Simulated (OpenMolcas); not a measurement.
**doublet CH8BN+ at 6 levels**

Wanted: a comparison of 6 runs (UHF/3-21G, U-revPBE/cc-pVDZ, UM06-L/cc-pVDZ, USVWN5/cc-pVDZ, UTPSS/cc-pVDZ, ROMP2/cc-pVDZ) of doublet CH8BN+. 

The results are computed with OpenMolcas 26.06.

## Step 1: Starting point

The species is CH8BN+ (11 atoms), meant as a doublet with charge +1. As SMILES of the parent species, `[BH3-][NH2+]C`. The shape is that of a PBE0-D4/def2-TZVP optimisation. That shape belongs to the parent species and isn't relaxed for this state.

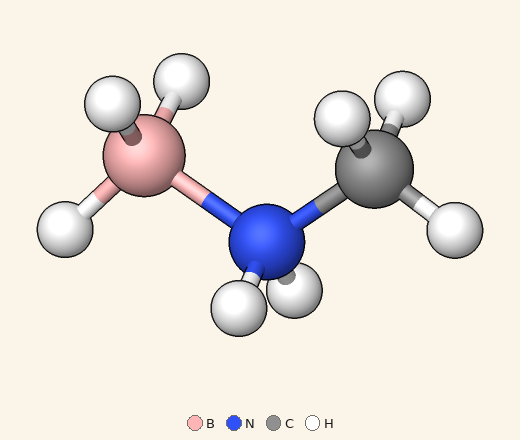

The structure, seen from a chosen angle (boron pink, nitrogen blue, carbon grey, hydrogen white).

## Step 2: A single-point energy at UHF/3-21G (run 1)

test.input

```
>>> EXPORT MOLCAS_PRINT=2
&GATEWAY
BasLib = $CurrDir
Coord
11
bohr
B     -1.56544912     1.95019736    -0.38758283
N     -0.66045928    -0.94013875     0.13379261
C      2.09343860    -1.24929794     0.29328549
H     -3.85674205     1.87271859    -0.46373879
H     -0.61434996     2.53544554    -2.39182636
H     -0.76137066     3.17001557     1.38176774
H     -1.48060042    -1.54050474     1.76179167
H     -1.36249254    -2.04978593    -1.26592753
H      2.78866884    -0.04554240     1.80960174
H      2.91679227    -0.59923215    -1.47644302
H      2.62634137    -3.21140058     0.64458558
Basis = 3-21G
Group = NoSym
&SEWARD
&SCF
UHF
Charge = 1
Spin = 2
Thresholds = 1e-10 1e-07 1e-07 1e-05
PrOrbitals = 1 1
```

The basis set 3-21G is read from a file made from the Basis Set Exchange's data (not shown).

Command:

```console
$ export MOLCAS_MEM=1860
$ pymolcas test.input > test.log
```

Standard output:

```text
--- Start Module: gateway ---
[...]
--- Stop Module: gateway /rc=_RC_ALL_IS_WELL_ ---
--- Start Module: seward ---
[...]
      Basis functions           43
--- Stop Module: seward /rc=_RC_ALL_IS_WELL_ ---
--- Start Module: scf ---
[...]
       Convergence after  26 Iterations
[...]
::    Total SCF energy                               -120.6215644158
[...]
      Total spin, S                                     0.5058859535
[...]
      Total electronic charge=   25.000000
      Total            charge=    1.000000
[...]
      Dipole Moment (debye):
      Origin of the operator (angstrom)=   -0.0130   -0.0769    0.0132
                   X= -2.5227E+00               Y= -9.2425E-01               Z=  5.8185E-02           Total=  2.6873E+00
      Center of Charge (angstrom)
[...]
--- Stop Module: scf /rc=_RC_ALL_IS_WELL_ ---
[...]
```

Run time: 2.7 s. Hardware: 1 thread of Arm Neoverse V1, shared host; peak memory 0.38 GiB.

## Step 3: A single-point energy at U-revPBE/cc-pVDZ (run 2)

calc.input

```
&GATEWAY
  BasLib
  $CurrDir
  BasisSet
  B.cc-pVDZ....
  B1 -0.828400 1.032000 -0.205100 angstrom
  End of Basis
  BasisSet
  N.cc-pVDZ....
  N2 -0.349500 -0.497500 0.070800 angstrom
  End of Basis
  BasisSet
  C.cc-pVDZ....
  C3 1.107800 -0.661100 0.155200 angstrom
  End of Basis
  BasisSet
  H.cc-pVDZ....
  H4 -2.040900 0.991000 -0.245400 angstrom
  H5 -0.325100 1.341700 -1.265700 angstrom
  H6 -0.402900 1.677500 0.731200 angstrom
  H7 -0.783500 -0.815200 0.932300 angstrom
  H8 -0.721000 -1.084700 -0.669900 angstrom
  H9 1.475700 -0.024100 0.957600 angstrom
  H10 1.543500 -0.317100 -0.781300 angstrom
  H11 1.389800 -1.699400 0.341100 angstrom
  End of Basis

&SEWARD
  GridInput
  Grid=UltraFine
  End of Grid

&SCF
  UHF
  Charge
  1
  Spin
  2
  KSDFT
  revPBE
  Thresholds
  1e-10 1e-07 1e-07 1e-05
  PrOrbitals
  1 1
```

The basis set cc-pVDZ is read from a file made from the Basis Set Exchange's data (not shown).

Command:

```console
$ export MOLCAS_MEM=1860
$ pymolcas calc.input > calc.log
```

Standard output:

```text
--- Start Module: gateway ---
[...]
--- Stop Module: gateway /rc=_RC_ALL_IS_WELL_ ---
--- Start Module: seward ---
[...]
      Basis functions           82
--- Stop Module: seward /rc=_RC_ALL_IS_WELL_ ---
[...]
--- Start Module: scf ---
[...]
       Convergence after  30 Iterations
[...]
::    Total KS-DFT energy                            -122.1044904238
[...]
      Total spin, S                                     0.5022856713
[...]
      Total electronic charge=   25.000000
      Total            charge=    1.000000
[...]
      Dipole Moment (debye):
      Origin of the operator (angstrom)=   -0.0130   -0.0769    0.0132
                   X= -3.5193E+00               Y= -2.1187E+00               Z=  2.1943E-01           Total=  4.1137E+00
      Center of Charge (angstrom)
[...]
--- Stop Module: scf /rc=_RC_ALL_IS_WELL_ ---
[...]
```

Wall time 2 min (1 thread of Arm Neoverse V1, shared host); peak memory 0.46 GiB.

Run 3 isn't shown in full; the table further down has it.

## Step 4: The energy at USVWN5/cc-pVDZ (run 4)

test.inp

```
* CH8BN Kohn-Sham DFT
>>> EXPORT MOLCAS_PRINT=2

&GATEWAY
  BasLib
  $CurrDir
  Coord
  11
  angstrom
  B       -0.828400       1.032000      -0.205100
  N       -0.349500      -0.497500       0.070800
  C        1.107800      -0.661100       0.155200
  H       -2.040900       0.991000      -0.245400
  H       -0.325100       1.341700      -1.265700
  H       -0.402900       1.677500       0.731200
  H       -0.783500      -0.815200       0.932300
  H       -0.721000      -1.084700      -0.669900
  H        1.475700      -0.024100       0.957600
  H        1.543500      -0.317100      -0.781300
  H        1.389800      -1.699400       0.341100
  Basis
  cc-pVDZ
  Group
  NoSym

&SEWARD
  GridInput
  Grid=UltraFine
  End of Grid

&SCF
  UHF
  Charge
  1
  Spin
  2
  KSDFT
  SVWN5
  Thresholds
  1e-10 1e-07 1e-07 1e-05
  PrOrbitals
  1 1
```

The basis set cc-pVDZ is read from a file made from the Basis Set Exchange's data (not shown).

Command:

```console
$ export MOLCAS_MEM=1860
$ pymolcas test.inp > test.log
```

Standard output:

```text
--- Start Module: gateway ---
[...]
--- Stop Module: gateway /rc=_RC_ALL_IS_WELL_ ---
--- Start Module: seward ---
[...]
      Basis functions           82
--- Stop Module: seward /rc=_RC_ALL_IS_WELL_ ---
[...]
--- Start Module: scf ---
[...]
       Convergence after  27 Iterations
[...]
::    Total KS-DFT energy                            -120.9727638926
[...]
      Total spin, S                                     0.5009437089
[...]
      Total electronic charge=   25.000000
      Total            charge=    1.000000
[...]
      Dipole Moment (debye):
      Origin of the operator (angstrom)=   -0.0130   -0.0769    0.0132
                   X=  2.7619E-01               Y=  2.8718E-02               Z=  1.8761E-03           Total=  2.7768E-01
      Center of Charge (angstrom)
[...]
--- Stop Module: scf /rc=_RC_ALL_IS_WELL_ ---
[...]
```

Run time: 63 s. Hardware: 1 thread of Arm Neoverse V1, shared host; peak memory 0.46 GiB.

Run 5 isn't shown in full; the table further down has it.

## Step 5: The energy at ROMP2/cc-pVDZ (run 6)

run.inp

```
>>> EXPORT MOLCAS_PRINT=2
&GATEWAY
BasLib = $CurrDir
Coord
11
angstrom
B       -0.828400       1.032000      -0.205100
N       -0.349500      -0.497500       0.070800
C        1.107800      -0.661100       0.155200
H       -2.040900       0.991000      -0.245400
H       -0.325100       1.341700      -1.265700
H       -0.402900       1.677500       0.731200
H       -0.783500      -0.815200       0.932300
H       -0.721000      -1.084700      -0.669900
H        1.475700      -0.024100       0.957600
H        1.543500      -0.317100      -0.781300
H        1.389800      -1.699400       0.341100
Basis = cc-pVDZ
Group = NoSym
&SEWARD
&SCF
UHF
Charge = 1
Spin = 2
Thresholds = 1e-10 1e-07 1e-07 1e-05
PrOrbitals = 1
&RASSCF
FileOrb = $Project.UnaOrb
Spin = 2
Nactel = 1 0 0
Inactive = 12
Ras2 = 1
OutOrbitals = Canonical
OrbListing = Nothing
&CASPT2
IPEA = 0.0
Frozen = 3
```

The basis set cc-pVDZ is read from a file made from the Basis Set Exchange's data (not shown).

Command:

```console
$ export MOLCAS_MEM=1860
$ pymolcas run.inp > run.log
```

Standard output:

```text
--- Start Module: gateway ---
[...]
--- Stop Module: gateway /rc=_RC_ALL_IS_WELL_ ---
[...]
      Basis functions           82
[...]
       Convergence after  27 Iterations
[...]
::    Total SCF energy                               -121.3004466976
[...]
      Total spin, S                                     0.5066710697
[...]
--- Start Module: rasscf ---
[...]
      Number of active orbitals                  1
[...]
      Spin quantum number                      0.5
[...]
      Active orbitals                            1
[...]
      Number of CSFs                             1
[...]
      Number of root(s) required                 1
[...]
      Convergence after 13 iterations
[...]
      printout of CI-coefficients larger than  0.05 for root  1
      energy=    -121.296642
      conf/sym  1     Coeff  Weight
             1  u   1.00000 1.00000
      Natural orbitals and occupation numbers for root  1
      sym 1:   1.000000
      ************************************************************************************************************************
      *                                                    Final results                                                     *
[...]
::    RASSCF root number  1 Total energy:   -121.29664231
[...]
      Total electronic charge=   25.000000
      Total            charge=    1.000000
[...]
      Dipole Moment (debye):
      Origin of the operator (angstrom)=   -0.0130   -0.0769    0.0132
                   X= -2.8478E+00               Y= -8.6336E-01               Z=  3.4387E-02           Total=  2.9760E+00
      Center of Charge (angstrom)
[...]
--- Stop Module: rasscf /rc=_RC_ALL_IS_WELL_ ---
[...]
--- Start Module: caspt2 ---
[...]
      E2 (Variational):          -0.4188657707
      Total energy:            -121.7155080824
[...]
      Reference weight:           0.87470
[...]
::    CASPT2 Root  1     Total energy:   -121.71550808
[...]
```

It took 14 s on 1 thread of Arm Neoverse V1, shared host; peak memory 0.46 GiB.

## Step 6: The series

```
run             level  integration grid  frozen core orbitals  energy (Eh)  HOMO energy (eV)  LUMO energy (eV)   ⟨S²⟩  wall time
  1         UHF/3-21G                 –                     –  -120.621564            -18.35             -8.49  0.762      2.7 s
  2  U-revPBE/cc-pVDZ         UltraFine                     –  -122.104490            -13.72            -13.54  0.755      2 min
  3    UM06-L/cc-pVDZ         UltraFine                     –  -122.131048            -13.99            -13.63  0.755    3.1 min
  4    USVWN5/cc-pVDZ         UltraFine                     –  -120.972764            -13.88            -13.64  0.752       63 s
  5     UTPSS/cc-pVDZ         UltraFine                     –  -122.178036            -13.95            -13.67  0.756    4.4 min
  6     ROMP2/cc-pVDZ                 –                     3  -121.715508                 –                 –      –       14 s
```

## Step 7: What came out

```
           quantity          value
run 6: total energy  -121.71551 Eh
```

**Reading.** Totals of different functionals can't be ranked against each other. All runs together took 11 min, the longest 4.4 min.
